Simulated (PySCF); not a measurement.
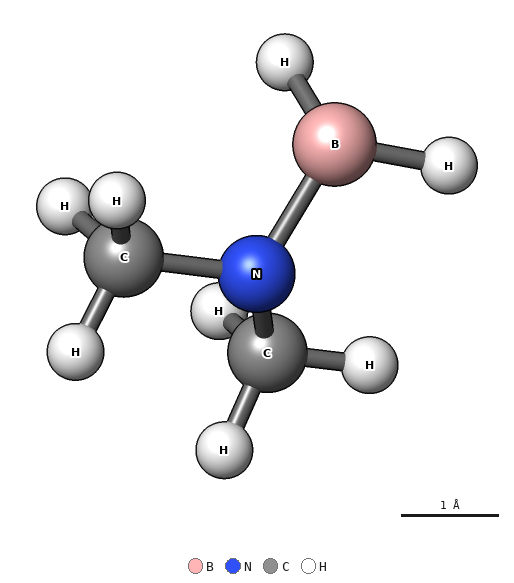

**Figure 1.** The input geometry (ball-and-stick view, seen at a tilt). Bond lengths as drawn: B–H 1.23 to 1.25 Å, B–N 1.56 Å, C–H 1.09 to 1.12 Å and C–N 1.43 to 1.44 Å.

# EPR calculation, with input and output: C$_{2}$H$_{8}$BN (charge −1)

The run: EPR calculation of C$_{2}$H$_{8}$BN, charge −1, multiplicity 2. Method and program: UKS B3LYP, pcH-1 on B C H N, non-relativistic, mean-field spin-orbit, GIAO (PySCF 2.14.0).

It belongs to a series of runs on one base structure; here: X = H replaced by NMe2.

**What the program printed**
```
UKS, coarse grid
  cycle   1  E = -160.50957558  |g| = 3.69e-01
  cycle   2  E = -160.41168749  |g| = 5.83e-01
  cycle   3  E = -160.60106546  |g| = 9.31e-02
  cycle   4  E = -160.60449426  |g| = 2.65e-02
  cycle   5  E = -160.60482259  |g| = 3.76e-03
  cycle   6  E = -160.60483016  |g| = 1.81e-03
  cycle   7  E = -160.60483229  |g| = 6.11e-04
UKS, final grid
  cycle   1  E = -160.60484835  |g| = 6.46e-04
  cycle   2  E = -160.60484824  |g| = 8.58e-04
  cycle   3  E = -160.60484860  |g| = 9.87e-05
  cycle   4  E = -160.60484860  |g| = 4.68e-05
  cycle   5  E = -160.60484860  |g| = 1.55e-05
E = -160.60484860 Eh   <S^2> = 0.7519 (exact 0.7500)
g shifts (ppm)      1          2          3
  rmc           -80        -80        -80
  gc             12         18          1
  oz_so         -85        109        184
  total        -153         48        104
hyperfine (MHz)  atom isotope    a_iso     a_fc   dipolar eigenvalues
    0   11B     234.85     234.85    -35.64    -34.32     69.96
    1   14N      13.44      13.44     -0.91     -0.84      1.74
    2   13C      75.54      75.54     -2.03     -1.14      3.17
    3   13C       8.71       8.71     -1.78     -0.73      2.51
    4    1H     -13.72     -13.72    -16.70     -0.20     16.91
    5    1H       8.09       8.09    -16.42      0.21     16.21
    6    1H      10.86      10.86     -1.80     -1.43      3.23
    7    1H      -0.94      -0.94     -3.14     -1.35      4.49
    8    1H       6.41       6.41     -3.38     -1.34      4.71
    9    1H      -1.79      -1.79     -5.29     -1.57      6.86
   10    1H       1.49       1.49     -2.19     -1.83      4.02
   11    1H       5.45       5.45     -1.94     -1.29      3.23
```

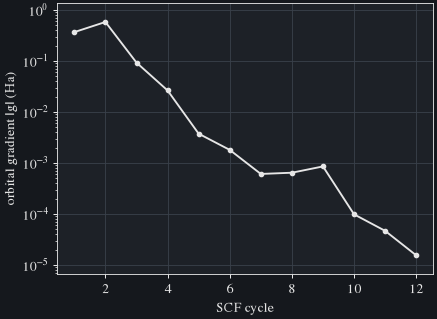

**Figure 2.** Convergence of the self-consistent field: orbital gradient |g| against the SCF cycle. All cycles printed in the log are drawn one after another.

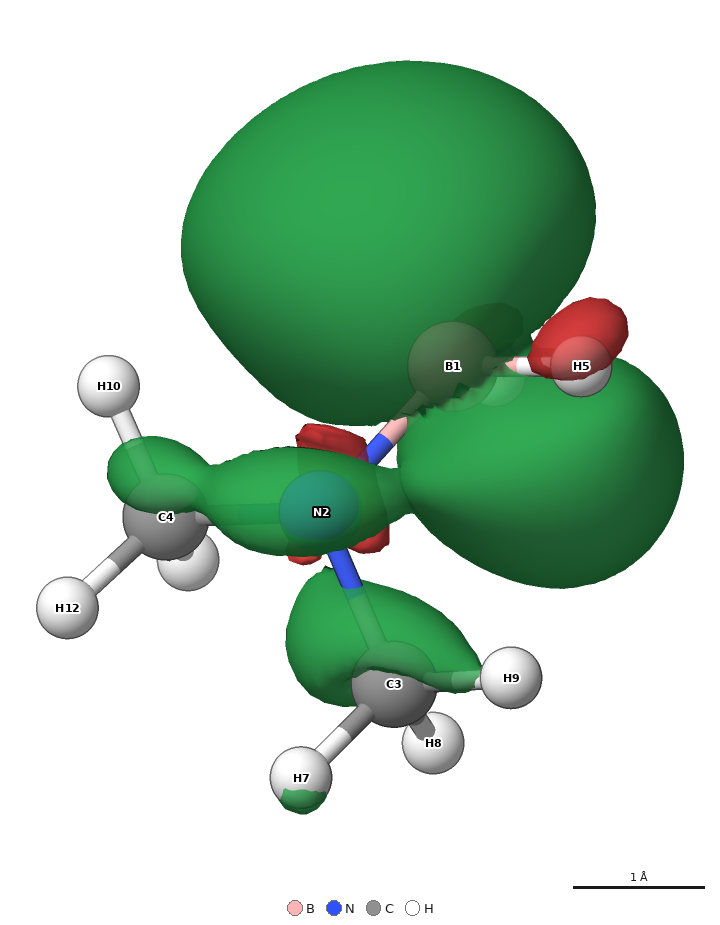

**Figure 3.** Isosurfaces of the spin density (α minus β) at +0.008 (green) and −0.008 e/Å³ (red), seen at a tilt. The unpaired spin (1 electron) lies mostly on B1 (about 0.7), in electrons by Hirshfeld's partition.

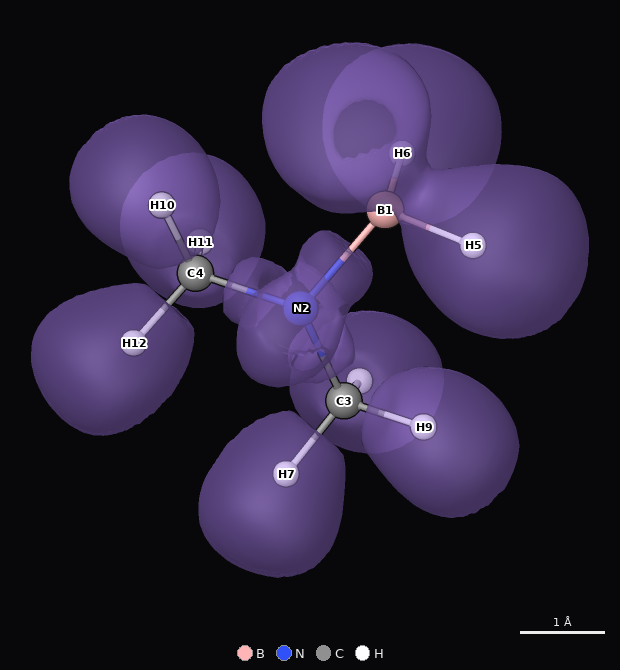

**Figure 4.** Isosurface of the electron localisation function at 0.75 (purple), seen at a tilt. Core shells and regions of very low density are left out. Values along the shortest contacts: C–N (1.43 Å): the ELF peaks at about 0.95 between the atoms, which marks a shared electron pair.

This output came from the following input.

**Input file**
```
{"job": {"kind": "epr", "basis": "pcH-1"}, "charge": -1, "multiplicity": 2}
B     -0.468786     1.566905     0.253872
N      0.078714     0.271487    -0.431194
C     -0.825609    -0.843170    -0.427836
C      1.358733    -0.133911     0.052185
H     -1.559933     1.881766    -0.229182
H     -0.511968     1.473203     1.502765
H     -0.459109    -1.672259    -1.073215
H     -1.000514    -1.284809     0.583568
H     -1.791736    -0.514205    -0.811763
H      2.047298     0.712819     0.006145
H      1.354965    -0.498859     1.108718
H      1.779143    -0.959653    -0.560088
```

The first line tells a small driver script what to run in PySCF; the rest is the geometry in Å.

Run as:
```bash
OMP_NUM_THREADS=1 python <driver script> task.json out
```

**Key numbers**

```csv
quantity,value
outcome,converged
total energy,−160.604849 hartree
⟨S²⟩,0.752
isotropic g,2.0023
hardware,"1 CPU thread, shared host"
wall time,22 s
peak memory,0.63 GiB
```
